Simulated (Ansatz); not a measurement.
**H2S2: one molecule under many settings**

How do the results and run time of H2S2 respond when the settings are drawn wide?

Computed with Ansatz 0.2.0, Gaussian basis. Level: the settings change from run to run.

1 further run of the same task is left out (it didn't finish).

**1. The relaxed structure**

The geometry comes from an earlier relaxation with PBE0-D4 in a triple-zeta def2 set; it is a stationary point.

SMILES `SS`, 4 atoms, charge 0, spin multiplicity 1.

Atoms are counted from 1 here; the program's logs count them from 0.

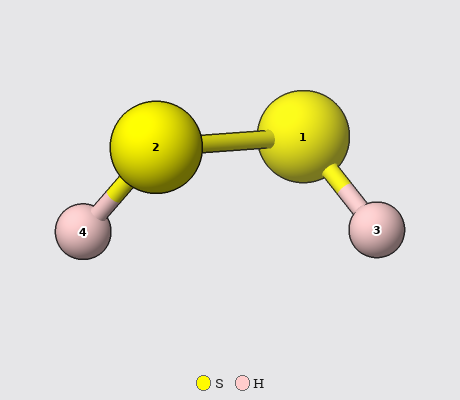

The structure; sulfur yellow, hydrogen pink; atoms are numbered from 1 in the order of the file.

**2. wB97/6-31G***

The input, in.yaml:

```yaml
crystal:
  periodic: [false, false, false]
  atoms:
    - {symbol: S, position_ang: [0.796772, -0.805645, 0.162097]}
    - {symbol: S, position_ang: [0.076537, 1.106367, 0.060903]}
    - {symbol: H, position_ang: [-0.213907, -1.366250, 0.853830]}
    - {symbol: H, position_ang: [-0.603901, 1.005228, -1.097129]}
basis:
  gaussian: {orbitals: "6-31G*"}
hamiltonian: {xc: {name: wB97}}
output: {forces: true}
```

Launch:

```sh
$ ansatz run in.yaml --threads 2 --pin off --events-out ev --progress --plain --max-ram 4352MiB
```

The log of the run (excerpt; [...] marks lines left out):

```text
Functional definition: wB97
  name "wB97"
  cite "Chai & Head-Gordon, J. Chem. Phys. 128, 084106 (2008) doi:10.1063/1.2834918"
  cite "Becke, J. Chem. Phys. 107, 8554 (1997) doi:10.1063/1.475007"
[...]
  # The coefficients of nought are those of the uniform gas.
[...]
      + integral(e_c_pw_opposite_spin*poly(b97_u_opposite, 1, cos1, cos2, cos3, cos4))
516 factors; their error is unknown
146 factors; integrals over basis functions are off by at most 1.8e-5 eV
[...]
mean field -21701.60099903 eV, -797.5191268409 hartree, gradient 1.4e-5 eV, S^2 0.000000; 0 other end points of the search recorded, 0 dependent functions left out
[...]
reference -21701.60099273 eV, -797.5191266092 hartree; 17, 17 occupied and 25, 25 virtual orbitals, 516 factors
Total energy: -21701.60099273 eV, -797.5191266092 hartree
Atom 0 at     0.796772    -0.805645     0.162097 Å, force    -0.127315    -0.086181     0.108072 eV/Å
Atom 1 at     0.076537     1.106367     0.060903 Å, force    -0.086399     0.002447    -0.167164 eV/Å
Atom 2 at    -0.213907    -1.366250     0.853830 Å, force     0.136165     0.046017    -0.082943 eV/Å
Atom 3 at    -0.603901     1.005228    -1.097129 Å, force     0.077549     0.037717     0.142034 eV/Å
Dipole moment:    -0.304821    -0.119269    -0.084046 e Å
```

It took 1.1 s on 2 threads of Arm Neoverse V2, shared host.

Largest force 0.188 eV/Å, dipole 1.62 D.

**3. HSE06/aug-cc-pVTZ**

Options: atoms shaken by 0.03 Å, relativity set to none.

The input, in.yaml:

```yaml
crystal:
  periodic: [false, false, false]
  atoms:
    - {symbol: S, position_ang: [0.792836, -0.802936, 0.154790]}
    - {symbol: S, position_ang: [0.085474, 1.152603, 0.065076]}
    - {symbol: H, position_ang: [-0.224158, -1.358935, 0.843468]}
    - {symbol: H, position_ang: [-0.630198, 0.945259, -1.107903]}
basis:
  gaussian: {orbitals: aug-cc-pVTZ}
hamiltonian: {xc: {name: HSE06}, pseudopotentials: {relativity: none}}
output: {forces: true}
```

The command is unchanged.

The log of the run (excerpt; [...] marks lines left out):

```text
Functional definition: HSE06
  name "HSE06"
  cite "Heyd, Scuseria & Ernzerhof, J. Chem. Phys. 118, 8207 (2003) doi:10.1063/1.1564060"
  cite "Krukau, Vydrov, Izmaylov & Scuseria, J. Chem. Phys. 125, 224106 (2006) doi:10.1063/1.2404663"
  cite "Heyd & Scuseria, J. Chem. Phys. 120, 7274 (2004) doi:10.1063/1.1668634"
  cite "Ernzerhof & Perdew, J. Chem. Phys. 109, 3313 (1998) doi:10.1063/1.476928"
  cite "Perdew, Burke & Ernzerhof, Phys. Rev. Lett. 77, 3865 (1996) doi:10.1103/PhysRevLett.77.3865"
  parent pbe
[...]
  # The whole range is PBE's own exchange, as in plane waves. The composition of these papers is wPBEh.
[...]
848 factors; their error is unknown
62 factors; integrals over basis functions are off by at most 2.3e-5 eV
[...]
mean field -21696.35328938 eV, -797.3262770684 hartree, gradient 1.5e-5 eV, S^2 0.000000; 0 other end points of the search recorded, 0 dependent functions left out
[...]
reference -21696.35334025 eV, -797.3262789377 hartree; 17, 17 occupied and 129, 129 virtual orbitals, 848 factors
Total energy: -21696.35334025 eV, -797.3262789377 hartree
Atom 0 at     0.792836    -0.802936     0.154790 Å, force     0.050230     0.234627     0.093092 eV/Å
Atom 1 at     0.085474     1.152603     0.065076 Å, force    -0.475403    -0.688055    -0.946016 eV/Å
Atom 2 at    -0.224158    -1.358935     0.843468 Å, force    -0.019263     0.040739     0.031430 eV/Å
Atom 3 at    -0.630198     0.945259    -1.107903 Å, force     0.444436     0.412689     0.821494 eV/Å
Dipole moment:    -0.224962    -0.080542    -0.056921 e Å
```

Run time: 1.9 s. Hardware: 2 threads of Arm Neoverse V2, shared host.

Largest force 1.263 eV/Å, dipole 1.18 D.

**4. HF/ANO-RCC-VTZP**

Set apart from the defaults: atoms shaken by 0.08 Å, density fitting with cc-pVTZ-jkfit, a grid of angular degree 47.

The input, in.yaml:

```yaml
crystal:
  periodic: [false, false, false]
  atoms:
    - {symbol: S, position_ang: [0.868854, -0.839814, 0.179012]}
    - {symbol: S, position_ang: [0.095317, 1.083540, 0.057589]}
    - {symbol: H, position_ang: [-0.216487, -1.275088, 0.793546]}
    - {symbol: H, position_ang: [-0.508287, 1.152214, -1.113850]}
basis:
  gaussian: {orbitals: ANO-RCC-VTZP, fitting: {mean_field: cc-pVTZ-jkfit}, final_grid: {core_spheres: 20, valence_spheres: 16, degree: 47}}
hamiltonian: {xc: {name: HF}}
output: {forces: true}
```

The command is unchanged.

The log of the run (excerpt; [...] marks lines left out):

```text
Functional definition: HF
  name "HF"
  cite "Fock, Z. Phys. 61, 126 (1930) doi:10.1007/BF01340294"
  parent pbe
[...]
302 factors; integrals over basis functions are off by at most 4.4e-1 eV
[...]
mean field -21726.31760054 eV, -798.4274451929 hartree, gradient 6.4e-5 eV, S^2 0.000000; 0 other end points of the search recorded, 0 dependent functions left out
[...]
reference -21726.31760054 eV, -798.4274451929 hartree; 17, 17 occupied and 79, 79 virtual orbitals, 302 factors
Total energy: -21726.31760054 eV, -798.4274451929 hartree
Relativity: scalar
Atom 0 at     0.868854    -0.839814     0.179012 Å, force    -0.593432     0.636820    -0.262222 eV/Å
Atom 1 at     0.095317     1.083540     0.057589 Å, force     0.537755     0.428382     0.550803 eV/Å
Atom 2 at    -0.216487    -1.275088     0.793546 Å, force     0.071891    -0.564984     0.097654 eV/Å
Atom 3 at    -0.508287     1.152214    -1.113850 Å, force    -0.016214    -0.500218    -0.386235 eV/Å
Dipole moment:    -0.209780    -0.106321    -0.083169 e Å
```

Wall time 0.55 s (2 threads of Arm Neoverse V2, shared host).

Largest force 0.909 eV/Å, dipole 1.20 D.

**5. revPBE0/def2-mTZVP**

Set apart from the defaults: D3(BJ) with three-body dispersion, high accuracy.

The input, in.yaml:

```yaml
crystal:
  periodic: [false, false, false]
  atoms:
    - {symbol: S, position_ang: [0.796772, -0.805645, 0.162097]}
    - {symbol: S, position_ang: [0.076537, 1.106367, 0.060903]}
    - {symbol: H, position_ang: [-0.213907, -1.366250, 0.853830]}
    - {symbol: H, position_ang: [-0.603901, 1.005228, -1.097129]}
basis:
  gaussian: {orbitals: def2-mTZVP}
hamiltonian: {xc: {name: revPBE0}, dispersion: d3bjatm}
accuracy: high
output: {forces: true}
```

Same command.

The log of the run (excerpt; [...] marks lines left out):

```text
Functional definition: revPBE0
  name "revPBE0"
  cite "Zhang & Yang, Phys. Rev. Lett. 80, 890 (1998) doi:10.1103/PhysRevLett.80.890"
  cite "Adamo & Barone, J. Chem. Phys. 110, 6158 (1999) doi:10.1063/1.478522"
  cite "Perdew, Burke & Ernzerhof, Phys. Rev. Lett. 77, 3865 (1996) doi:10.1103/PhysRevLett.77.3865"
[...]
915 factors; integrals over basis functions are off by at most 3.8e-9 eV
[...]
mean field -21699.92078224 eV, -797.4573800127 hartree, gradient 4.0e-8 eV, S^2 0.000000; 0 other end points of the search recorded, 0 dependent functions left out
[...]
reference -21699.92078461 eV, -797.4573800997 hartree; 17, 17 occupied and 33, 33 virtual orbitals, 915 factors
Total energy: -21700.08274960 eV, -797.4633322033 hartree
Atom 0 at     0.796772    -0.805645     0.162097 Å, force     0.386650    -0.460197    -0.066526 eV/Å
Atom 1 at     0.076537     1.106367     0.060903 Å, force    -0.080519     0.579885     0.150776 eV/Å
Atom 2 at    -0.213907    -1.366250     0.853830 Å, force    -0.171932    -0.129681     0.125107 eV/Å
Atom 3 at    -0.603901     1.005228    -1.097129 Å, force    -0.134199     0.009993    -0.209357 eV/Å
Dipole moment:    -0.289679    -0.113344    -0.079872 e Å
```

Wall time 1.2 s (2 threads of Arm Neoverse V2, shared host).

Largest force 0.605 eV/Å, dipole 1.54 D.

**6. B2PLYP/def2-TZVP**

Set apart from the defaults: charge +1, multiplicity 2, atoms shaken by 0.08 Å.

The input, in.yaml:

```yaml
crystal:
  periodic: [false, false, false]
  atoms:
    - {symbol: S, position_ang: [0.697179, -0.918954, 0.116259]}
    - {symbol: S, position_ang: [0.095542, 1.082125, 0.179210]}
    - {symbol: H, position_ang: [-0.281718, -1.569954, 0.824973]}
    - {symbol: H, position_ang: [-0.767892, 1.002671, -0.991029]}
basis:
  gaussian: {orbitals: def2-TZVP}
total_charge: 1
magnetization: {spin_polarized: true, initial_magnetization: 1}
hamiltonian: {xc: {name: B2PLYP}}
output: {forces: true}
```

Launched as before.

The log of the run (excerpt; [...] marks lines left out):

```text
Functional definition: B2PLYP
  name "B2PLYP"
  cite "Grimme, J. Chem. Phys. 124, 034108 (2006) doi:10.1063/1.2148954"
  cite "Becke, Phys. Rev. A 38, 3098 (1988) doi:10.1103/PhysRevA.38.3098"
  cite "Lee, Yang & Parr, Phys. Rev. B 37, 785 (1988) doi:10.1103/PhysRevB.37.785"
[...]
543 factors; integrals over basis functions are off by at most 8.7e-4 eV
[...]
mean field -21684.06899305 eV, -796.8748375049 hartree, gradient 5.1e-6 eV, S^2 0.760686; 2 other end points of the search recorded, 0 dependent functions left out
10 core orbitals not correlated: weight in the atoms' cores, before any rotation towards them, 1.000 or more for the frozen orbitals, at most 0.000 for the correlated occupied ones
reference -21684.06912074 eV, -796.8748421971 hartree; 7, 6 occupied and 69, 70 virtual orbitals, 543 factors
second order -10.68028595 eV of doubles, -0.00000000 eV of singles
[...]
Total energy: -21686.95279794 eV, -796.9808153798 hartree
Atom 0 at     0.697179    -0.918954     0.116259 Å, force    -0.028073     0.836032     0.597814 eV/Å
Atom 1 at     0.095542     1.082125     0.179210 Å, force    -0.515747    -0.979317    -1.814086 eV/Å
Atom 2 at    -0.281718    -1.569954     0.824973 Å, force    -0.182457     0.212045    -0.566611 eV/Å
Atom 3 at    -0.767892     1.002671    -0.991029 Å, force     0.726277    -0.068760     1.782883 eV/Å
Dipole moment:    -0.271164    -0.357250    -0.081910 e Å
```

It took 4.9 s on 2 threads of Arm Neoverse V2, shared host.

Largest force 2.125 eV/Å, ⟨S²⟩ 0.761.

**7. LC-wPBE/x2c-TZVPPall**

The input, in.yaml:

```yaml
crystal:
  periodic: [false, false, false]
  atoms:
    - {symbol: S, position_ang: [0.796772, -0.805645, 0.162097]}
    - {symbol: S, position_ang: [0.076537, 1.106367, 0.060903]}
    - {symbol: H, position_ang: [-0.213907, -1.366250, 0.853830]}
    - {symbol: H, position_ang: [-0.603901, 1.005228, -1.097129]}
basis:
  gaussian: {orbitals: x2c-TZVPPall}
hamiltonian: {xc: {name: LC-wPBE}}
```

The command is unchanged.

The log of the run (excerpt; [...] marks lines left out):

```text
Functional definition: LC-wPBE
  name "LC-wPBE"
  cite "Vydrov & Scuseria, J. Chem. Phys. 125, 234109 (2006) doi:10.1063/1.2409292"
  cite "Heyd & Scuseria, J. Chem. Phys. 120, 7274 (2004) doi:10.1063/1.1668634"
  cite "Ernzerhof & Perdew, J. Chem. Phys. 109, 3313 (1998) doi:10.1063/1.476928"
  cite "Perdew, Burke & Ernzerhof, Phys. Rev. Lett. 77, 3865 (1996) doi:10.1103/PhysRevLett.77.3865"
  parent pbe
[...]
702 factors; their error is unknown
178 factors; integrals over basis functions are off by at most 2.9e-5 eV
[...]
mean field -21757.42621026 eV, -799.5706655137 hartree, gradient 5.9e-5 eV, S^2 0.000000; 0 other end points of the search recorded, 0 dependent functions left out
reference -21757.42621026 eV, -799.5706655139 hartree; 17, 17 occupied and 95, 95 virtual orbitals, 702 factors
Total energy: -21757.42621026 eV, -799.5706655139 hartree
Relativity: scalar
```

Run time: 0.75 s. Hardware: 2 threads of Arm Neoverse V2, shared host.

**8. PBE-QIDH/STO-3G**

Changes to in.yaml since step 7:

```diff
@@ -8,3 +8,4 @@
 basis:
-  gaussian: {orbitals: x2c-TZVPPall}
-hamiltonian: {xc: {name: LC-wPBE}}
+  gaussian: {orbitals: STO-3G}
+hamiltonian: {xc: {name: PBE-QIDH}}
+output: {forces: true}
```

The command is unchanged.

The log of the run (excerpt; [...] marks lines left out):

```text
Functional definition: PBE-QIDH
  name "PBE-QIDH"
  cite "Brémond, Sancho-García, Pérez-Jiménez & Adamo, J. Chem. Phys. 141, 031101 (2014) doi:10.1063/1.4890314"
  cite "Perdew, Burke & Ernzerhof, Phys. Rev. Lett. 77, 3865 (1996) doi:10.1103/PhysRevLett.77.3865"
[...]
218 factors; integrals over basis functions are off by at most 1.6e-5 eV
[...]
mean field -21449.00414941 eV, -788.2363638337 hartree, gradient 2.8e-6 eV, S^2 0.000000; 0 other end points of the search recorded, 0 dependent functions left out
10 core orbitals not correlated: weight in the atoms' cores, before any rotation towards them, 1.000 or more for the frozen orbitals, at most 0.000 for the correlated occupied ones
reference -21449.00415346 eV, -788.2363639825 hartree; 7, 7 occupied and 3, 3 virtual orbitals, 218 factors
second order -1.53325108 eV of doubles, -0.00000000 eV of singles
[...]
Total energy: -21449.51523715 eV, -788.2551459618 hartree
Atom 0 at     0.796772    -0.805645     0.162097 Å, force     0.461108    -0.748850    -0.192275 eV/Å
Atom 1 at     0.076537     1.106367     0.060903 Å, force    -0.274066     0.821906     0.243643 eV/Å
Atom 2 at    -0.213907    -1.366250     0.853830 Å, force    -0.173276     0.097007     0.073685 eV/Å
Atom 3 at    -0.603901     1.005228    -1.097129 Å, force    -0.013767    -0.170063    -0.125053 eV/Å
Dipole moment:    -0.220483    -0.086269    -0.060789 e Å
```

It took 0.45 s on 2 threads of Arm Neoverse V2, shared host.

Largest force 0.900 eV/Å, dipole 1.17 D.

**9. HSE06/cc-pVTZ-DK**

This run has D4 dispersion, relativity set to scalar.

Changes to in.yaml since step 8:

```diff
@@ -8,4 +8,4 @@
 basis:
-  gaussian: {orbitals: STO-3G}
-hamiltonian: {xc: {name: PBE-QIDH}}
+  gaussian: {orbitals: cc-pVTZ-DK}
+hamiltonian: {xc: {name: HSE06}, dispersion: d4, pseudopotentials: {relativity: scalar}}
 output: {forces: true}
```

Launched as before.

The log of the run (excerpt; [...] marks lines left out):

```text
Functional definition: HSE06
  name "HSE06"
  cite "Heyd, Scuseria & Ernzerhof, J. Chem. Phys. 118, 8207 (2003) doi:10.1063/1.1564060"
  cite "Krukau, Vydrov, Izmaylov & Scuseria, J. Chem. Phys. 125, 224106 (2006) doi:10.1063/1.2404663"
  cite "Heyd & Scuseria, J. Chem. Phys. 120, 7274 (2004) doi:10.1063/1.1668634"
  cite "Ernzerhof & Perdew, J. Chem. Phys. 109, 3313 (1998) doi:10.1063/1.476928"
  cite "Perdew, Burke & Ernzerhof, Phys. Rev. Lett. 77, 3865 (1996) doi:10.1103/PhysRevLett.77.3865"
  parent pbe
[...]
  # The whole range is PBE's own exchange, as in plane waves. The composition of these papers is wPBEh.
[...]
692 factors; their error is unknown
48 factors; integrals over basis functions are off by at most 1.2e-6 eV
[...]
mean field -21755.60223497 eV, -799.5036356582 hartree, gradient 6.8e-5 eV, S^2 0.000000; 0 other end points of the search recorded, 0 dependent functions left out
[...]
reference -21755.60226213 eV, -799.5036366563 hartree; 17, 17 occupied and 79, 79 virtual orbitals, 692 factors
Total energy: -21755.65283948 eV, -799.5054953396 hartree
Relativity: scalar
Atom 0 at     0.796772    -0.805645     0.162097 Å, force     0.137178    -0.202044    -0.025255 eV/Å
Atom 1 at     0.076537     1.106367     0.060903 Å, force    -0.054096     0.234461     0.048005 eV/Å
Atom 2 at    -0.213907    -1.366250     0.853830 Å, force    -0.050914    -0.024824     0.034546 eV/Å
Atom 3 at    -0.603901     1.005228    -1.097129 Å, force    -0.032169    -0.007592    -0.057296 eV/Å
Dipole moment:    -0.231670    -0.090649    -0.063878 e Å
```

Wall time 0.95 s (2 threads of Arm Neoverse V2, shared host).

Largest force 0.246 eV/Å, dipole 1.23 D.

**10. CCSD/pcseg-2**

Set apart from the defaults: density fitting with cc-pVTZ-jkfit, a grid of angular degree 47, the search for lower states set to off.

Changes to in.yaml since step 9:

```diff
@@ -8,4 +8,5 @@
 basis:
-  gaussian: {orbitals: cc-pVTZ-DK}
-hamiltonian: {xc: {name: HSE06}, dispersion: d4, pseudopotentials: {relativity: scalar}}
-output: {forces: true}
+  gaussian: {orbitals: pcseg-2, fitting: {mean_field: cc-pVTZ-jkfit}, final_grid: {core_spheres: 20, valence_spheres: 16, degree: 47}}
+hamiltonian: {xc: {name: HF}}
+correlation: {method: ccsd}
+scf: {lower_state_search: off}
```

Launched as before.

The log of the run (excerpt; [...] marks lines left out):

```text
Functional definition: HF
  name "HF"
  cite "Fock, Z. Phys. 61, 126 (1930) doi:10.1007/BF01340294"
  parent pbe
[...]
302 factors; integrals over basis functions are off by at most 9.1e-1 eV
[...]
mean field -21667.02732056 eV, -796.2485675920 hartree, gradient 2.7e-6 eV, S^2 0.000000; 0 other end points of the search recorded, 0 dependent functions left out
10 core orbitals not correlated: weight in the atoms' cores, before any rotation towards them, 1.000 or more for the frozen orbitals, at most 0.000 for the correlated occupied ones
reference -21667.02732056 eV, -796.2485675920 hartree; 7, 7 occupied and 79, 79 virtual orbitals, 302 factors
second order -9.21583423 eV of doubles, -0.00000000 eV of singles
cycle   1  -9.93830485 eV  change   -7.2e-1 eV  update   6.7e-2
[...]
cycle   9  -10.26188552 eV  change    6.6e-6 eV  update   1.4e-5
Total energy: -21677.28920608 eV, -796.6256849292 hartree
Checks for a lower state left out: stability, starts, cluster_reference, orbital_swaps, neighbouring_geometries, increment
```

Wall time 0.6 s (2 threads of Arm Neoverse V2, shared host).

T1 0.010.

**11. The runs in one table**

```
               level  charge  multiplicity  geometry  functions  energy (eV)    time
         wB97/6-31G*       0             1   relaxed         42   -21701.601   1.1 s
   HSE06/aug-cc-pVTZ       0             1    shaken        146   -21696.353   1.9 s
     HF/ANO-RCC-VTZP       0             1    shaken         96   -21726.318  0.55 s
  revPBE0/def2-mTZVP       0             1   relaxed         50   -21700.083   1.2 s
    B2PLYP/def2-TZVP       1             2    shaken         86   -21686.953   4.9 s
LC-wPBE/x2c-TZVPPall       0             1   relaxed        112   -21757.426  0.75 s
     PBE-QIDH/STO-3G       0             1   relaxed         20   -21449.515  0.45 s
    HSE06/cc-pVTZ-DK       0             1   relaxed         96   -21755.653  0.95 s
        CCSD/pcseg-2       0             1   relaxed         96   -21677.289   0.6 s
```

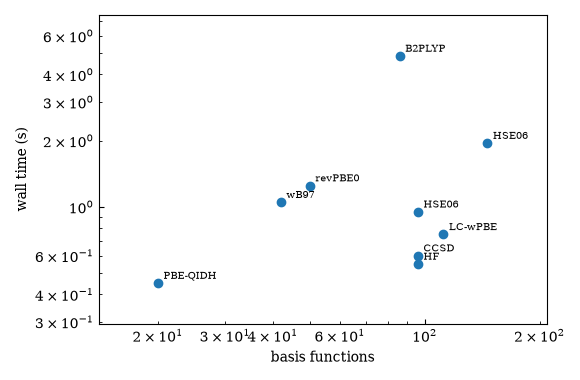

Wall time against the number of basis functions (shared host).

**12. What came out**

| quantity | value |
| --- | --- |
| runs | 9 |
| quickest | PBE-QIDH/STO-3G, 0.45 s |
| slowest | B2PLYP/def2-TZVP, 4.9 s |
| spread of total energies, same state and geometry | 307.9 eV |
| dipole, same state and geometry | 1.17 to 1.62 D |

In words: Run time spans a factor of 11, from PBE-QIDH/STO-3G to B2PLYP/def2-TZVP. The jobs differ in tasks and options as well as level. Total energies at one charge and spin differ by 308 eV between levels, so only differences within one level mean anything. Some of these runs are scalar-relativistic and others not, which shifts the totals of all-electron atoms past neon by eV; core potentials, where a basis has them, take the core out of the total altogether. At the PBE0-D4/def2-TZVP geometry and in the same state, runs without warnings or point charges leave forces up to 0.90 eV/Å (PBE-QIDH/STO-3G), against 1.3 eV/Å where the atoms were moved. At that geometry and state the dipole changes by 38 % between the lowest and highest value.
